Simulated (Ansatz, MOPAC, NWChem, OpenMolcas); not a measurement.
**How methods differ on [SiH3]− (SMILES [SiH3-])**

[SiH3]−, singlet, SMILES `[SiH3-]`. Each level relaxes the structure for itself.

Quantity: the zero-point energy at each level's own minimum, in kJ/mol. The values are calculated.

| level | kind | program | value (kJ/mol) |
| --- | --- | --- | --- |
| PM3 | semi-empirical | MOPAC | 50.9 |
| PM6 | semi-empirical | MOPAC | 51.7 |
| PM6-D3 | semi-empirical | MOPAC | 51.7 |
| PM6-DH2 | semi-empirical | MOPAC | 51.7 |
| HF/3-21G | Hartree–Fock | OpenMolcas | 52.7 |
| HF/6-31G* (Cartesian functions) | Hartree–Fock | OpenMolcas | 54.5 |
| HF/pc-1 | Hartree–Fock | OpenMolcas | 53.8 |
| PBE0-D3(BJ)/def2-SVP | global hybrid | NWChem | 50.8 |
| PBE0-D4/def2-TZVPD | global hybrid | Ansatz | 50.7 |
| CASSCF(8,7)/ANO-RCC-VDZP (DKH2) | multireference | OpenMolcas | 48.3 |

Harmonic and unscaled. Sets without diffuse functions describe the anion poorly. The values span 48.3 to 54.5 kJ/mol.

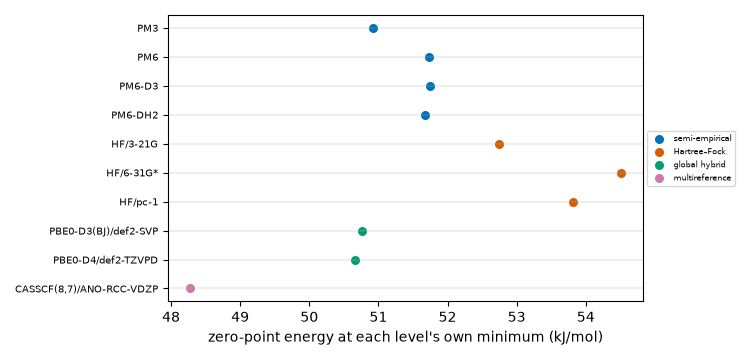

The values of the table, level by level.
